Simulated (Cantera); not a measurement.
Input: 1 mol (CH3)2SiCl2, 2.3 mol H2, at 1.10 mbar.

Cantera equilibrium calculation (NASA polynomials, part measured and part estimated; ideal gas, pure solids and liquids). Candidate condensed phases: C, C6H6, C7H8, C8H18, Si, SiC; 109 gas species. The feed counts by its element totals alone. The tables' values for SiCl, SiCl3 are old estimates; treat these amounts as uncertain. The numbers say what is thermodynamically allowed, not how fast it happens.

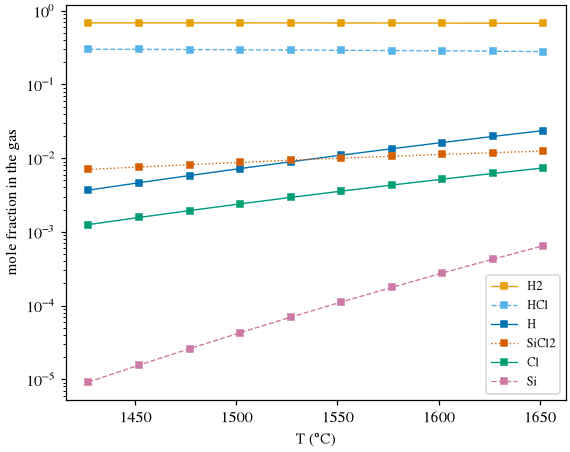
*Equilibrium gas composition (values under 1e-9 drawn at 1e-9)*

Task: Read off the mole fractions at 1452 °C.

Result: H2 about 0.69, HCl about 0.30, SiCl2 about 0.0076, H about 0.0046, Cl about 0.0016, Si about 1.6e-5.
